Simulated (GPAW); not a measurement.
# How far to go with shifted k-point meshes: Ca (Fm-3m, 1 atom in the cell)

```xyz
1
Lattice="0.0000 2.7984 2.7984 2.7984 0.0000 2.7984 2.7984 2.7984 0.0000" Properties=species:S:1:pos:R:3 pbc="T T T"
Ca     0.0000     0.0000     0.0000
```

Method: PBEsol, GPAW PAW datasets PBEsol (made by gpaw-setup) (plane waves; GPAW).

Base settings: mode = pw; ecut = 550 eV; xc = PBEsol; kpts = 8 8 8; mesh shift (steps) = 0 0 0; occupations.name = methfessel-paxton; occupations.width = 0.1 eV; occupations.order = 0; nbands = -7; symmetry.symmorphic = false.

In this ladder: kpts_shift = 0.5 0.5 0.5.

Only quantities that move along the ladder and can be compared are tabulated.

The count of work is k-points × plane waves × bands × iterations; it is no time. Core times come from one kind of shared machine, to one figure; runs under 30 s give none.

The starting cell has typed, rounded lattice constants, without a prior relaxation at this level. Its lattice was rescaled by up to half a per cent.

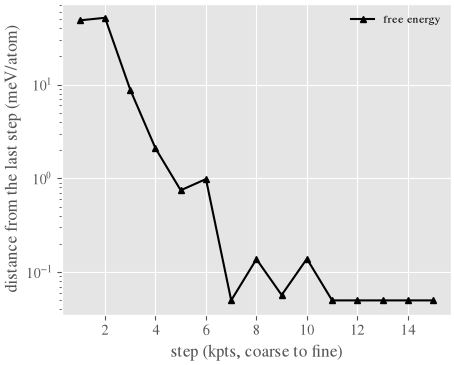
Fig. 1. Distance from the last step along the ladder; very small values are drawn at a floor.

```tsv
kpts	free energy less the last step's (meV/atom)	pressure (GPa)	count of work / last	core time / last (rough)
2 2 2	-48.44	-0.78	0.0015	–
3 3 3	51.59	-1.13	0.0064	–
4 4 4	8.82	-1.27	0.0076	–
5 5 5	-2.09	-1.23	0.016	–
6 6 6	0.75	-1.18	0.024	–
7 7 7	-0.98	-1.19	0.037	–
8 8 8	-0.01	-1.18	0.046	–
9 9 9	0.14	-1.18	0.065	–
10 10 10	0.06	-1.18	0.084	0.1
11 11 11	0.14	-1.18	0.12	0.1
12 12 12	-0.03	-1.18	0.15	0.2
13 13 13	-0.03	-1.18	0.18	0.2
15 15 15	-0.02	-1.18	0.29	0.3
18 18 18	0.01	-1.18	0.48	0.5
22 22 22	0.00	-1.18	0.78	0.7
24 24 24	0.00	-1.18	1.0	1
```

Coarsest kpts that holds the free energy within 5 meV/atom of the last step, with all finer ones: 5 5 5, at 0.016 of the last step's count of work; the step before is off by 8.8 meV/atom.

Coarsest kpts that holds the pressure within 0.2 GPa of the last step, with all finer ones: 3 3 3, at 0.0064 of the last step's count of work; the step before is off by 0.40 GPa.
